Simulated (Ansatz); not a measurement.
**SiCl2OF (SMILES [O][Si](F)(Cl)Cl) at U-wB97M-V/cc-pVDZ**

Aim: the electronic atomisation energy of SiCl2OF at U-wB97M-V/cc-pVDZ, from 5 runs. 

The results are computed with Ansatz 0.2.0.

73 further runs of the same task are left out: 9 that didn't finish, 64 set aside as unsound or not needed.

### 1 Starting point

SiCl2OF: 5 atoms, total charge 0, spin state doublet. SMILES: `[O][Si](F)(Cl)Cl`. The coordinates come from a PBE0-D4/def2-TZVP relaxation.

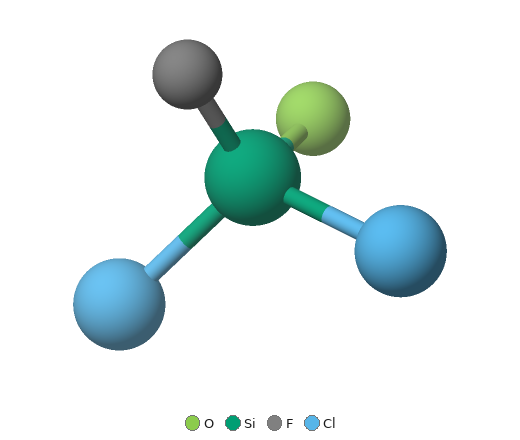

The structure, seen from a chosen angle (oxygen green, silicon teal, fluorine grey, chlorine blue).

### 2 A single-point energy at U-wB97M-V/cc-pVDZ

Contents of molecule.yaml:

```yaml
crystal:
  periodic: [false, false, false]
  atoms:
    - {symbol: O, position_ang: [1.205200, -1.120900, 0.351000]}
    - {symbol: Si, position_ang: [0.002000, -0.037300, 0.071900]}
    - {symbol: F, position_ang: [-0.944500, 0.175500, 1.311100]}
    - {symbol: Cl, position_ang: [-1.088600, -0.815800, -1.428500]}
    - {symbol: Cl, position_ang: [0.875700, 1.725000, -0.347000]}
basis:
  gaussian: {orbitals: cc-pVDZ}
magnetization: {spin_polarized: true, initial_magnetization: 1}
hamiltonian: {xc: {name: wB97M-V}}
accuracy: high
output: {orbitals: {seedname: orbitals}}
```

Launch:

```bash
ansatz run molecule.yaml --threads 1 --pin off --max-ram 3480MiB --events-out events.jsonl --progress --plain --runs-dir runs
```

The log of the run:

```text
Warning: RAYON_NUM_THREADS=1 ignored (pool sized by the plan → 1); use --threads N
Functional definition: wB97M-V
  name "wB97M-V"
  parameter omega = 0.3/bohr
  parameter cx = 0.15
  parameter cx01 = 1.007
  parameter cx10 = 0.259
  parameter css00 = 0.443
  parameter css04 = -1.437
  parameter css10 = -4.535
  parameter css20 = -3.390
  parameter css43 = 4.278
  parameter cos00 = 1.000
  parameter cos10 = 1.358
  parameter cos20 = 2.924
  parameter cos21 = -8.812
  parameter cos60 = -1.390
  parameter cos61 = 9.142
  parameter b = 6.0
  parameter c = 0.01
  gx(w, u) = 1 - cx + cx01*u + cx10*w
  gss(w, u) = css00 + css04*u^4 + css10*w + css20*w^2 + css43*w^4*u^3
  gos(w, u) = cos00 + cos10*w + (cos20 + cos21*u)*w^2 + (cos60 + cos61*u)*w^6
  exchange = spin_sum(e_x_unif_sr(omega)*gx(b97_w, b97_u_x)) + cx*exact_x_sr(omega) + exact_x_lr(omega)
  correlation = spin_sum(e_c_pw_mod_same_spin*gss(b97_w, b97_u_same))
      + integral(e_c_pw_mod_opposite_spin*gos(b97_w_opposite, b97_u_opposite)) + vv10(b, c)
1763 factors; integrals over basis functions are off by at most 3.0e-9 eV
326 factors; integrals over basis functions are off by at most 2.3e-9 eV
mean field evaluation 1: about -37678.1063 eV, gradient 4.2e1 eV
mean field evaluation 2: about -37666.2521 eV, gradient 7.2e1 eV
mean field evaluation 4: about -37686.9181 eV, gradient 6.2e0 eV
mean field evaluation 8: about -37687.4057 eV, gradient 5.6e-1 eV
mean field evaluation 16: about -37687.4096 eV, gradient 6.5e-3 eV
mean field evaluation 32: about -37687.3545 eV, gradient 2.3e-1 eV
mean field -37687.40968985 eV, -1384.9867606581 hartree, gradient 5.9e-8 eV, S^2 0.752756; 2 other end points of the search recorded, 0 dependent functions left out
reference -37687.40969337 eV, -1384.9867607875 hartree; 33, 32 occupied and 49, 50 virtual orbitals, 1763 factors
Total energy: -37687.40969337 eV, -1384.9867607875 hartree
```

Run time: 2.9 min. Hardware: 1 thread of Arm Neoverse V2, shared host; peak memory 1 GiB.

### 3 The Cl atom

Contents of molecule.yaml:

```yaml
crystal:
  periodic: [false, false, false]
  atoms:
    - {symbol: Cl, position_ang: [0.000000, 0.000000, 0.000000]}
basis:
  gaussian: {orbitals: cc-pVDZ}
magnetization: {spin_polarized: true, initial_magnetization: 1}
hamiltonian: {xc: {name: wB97M-V}}
accuracy: high
```

Run the same way, it converges to -460.11775 Eh (log not shown).

### 4 The F atom

Contents of in.yaml:

```yaml
basis:
  gaussian: {orbitals: cc-pVDZ}
crystal:
  periodic: [false, false, false]
  atoms:
    - symbol: F
      position_ang: [0.000000, 0.000000, 0.000000]
magnetization: {spin_polarized: true, initial_magnetization: 1}
hamiltonian: {xc: {name: wB97M-V}}
accuracy: high
```

Run the same way, it converges to -99.70242 Eh (log not shown).

### 5 The O atom at the same level

Contents of input.yaml:

```yaml
crystal:
  periodic: [false, false, false]
  atoms:
    - {symbol: O, position_ang: [0.000000, 0.000000, 0.000000]}
basis:
  gaussian:
    orbitals: cc-pVDZ
hamiltonian:
  xc: {name: wB97M-V}
magnetization:
  spin_polarized: true
  initial_magnetization: 2
accuracy: high
```

Launch:

```bash
ansatz run input.yaml --threads 1 --pin off --max-ram 3480MiB --events-out events.jsonl --progress --plain --runs-dir runs
```

The log of the run, cut to the lines that bear on the results:

```text
Warning: RAYON_NUM_THREADS=1 ignored (pool sized by the plan → 1); use --threads N
[... 2 set-up lines as earlier in the session ...]
[...]
  gx(w, u) = 1 - cx + cx01*u + cx10*w
  gss(w, u) = css00 + css04*u^4 + css10*w + css20*w^2 + css43*w^4*u^3
  gos(w, u) = cos00 + cos10*w + (cos20 + cos21*u)*w^2 + (cos60 + cos61*u)*w^6
[...]
      + integral(e_c_pw_mod_opposite_spin*gos(b97_w_opposite, b97_u_opposite)) + vv10(b, c)
96 factors; integrals over basis functions are off by at most 1.3e-9 eV
51 factors; integrals over basis functions are off by at most 7.0e-10 eV
[...]
mean field -2042.19904640 eV, -75.0494307031 hartree, gradient 4.1e-8 eV, S^2 2.002248; 0 other end points of the search recorded, 0 dependent functions left out
reference -2042.19904721 eV, -75.0494307326 hartree; 5, 3 occupied and 9, 11 virtual orbitals, 96 factors
Total energy: -2042.19904721 eV, -75.0494307326 hartree
```

Run time: 1.9 s. Hardware: 1 thread of Arm Neoverse V2, shared host; peak memory 0.15 GiB.

### 6 The Si atom

Contents of run.yaml:

```yaml
crystal:
  periodic: [false, false, false]
  atoms:
    - {symbol: Si, position_ang: [0.000000, 0.000000, 0.000000]}
basis:
  gaussian: {orbitals: cc-pVDZ}
magnetization: {spin_polarized: true, initial_magnetization: 2}
hamiltonian: {xc: {name: wB97M-V}}
accuracy: high
```

Run the same way, it converges to -289.35038 Eh (log not shown).

### 7 Outcome

At U-wB97M-V/cc-pVDZ:

| quantity | value |
| --- | --- |
| molecule: total energy | -1384.98676 Eh |
| molecule: HOMO energy (highest over α and β) | -12.09 eV |
| molecule: LUMO energy (lowest over α and β) | -3.31 eV |
| molecule: ⟨S²⟩ | 0.753 |
| Cl atom: total energy | -460.11775 Eh |
| Cl atom: ⟨S²⟩ | 0.751 |
| F atom: total energy | -99.70242 Eh |
| F atom: ⟨S²⟩ | 0.751 |
| O atom: total energy | -75.04943 Eh |
| O atom: ⟨S²⟩ | 2.002 |
| Si atom: total energy | -289.35038 Eh |
| Si atom: ⟨S²⟩ | 2.001 |
| electronic atomisation energy | 17.661 eV |

What this shows: Taking the molecule apart into free atoms costs 17.66 eV (1704 kJ/mol), before zero-point energy and without spin-orbit coupling.
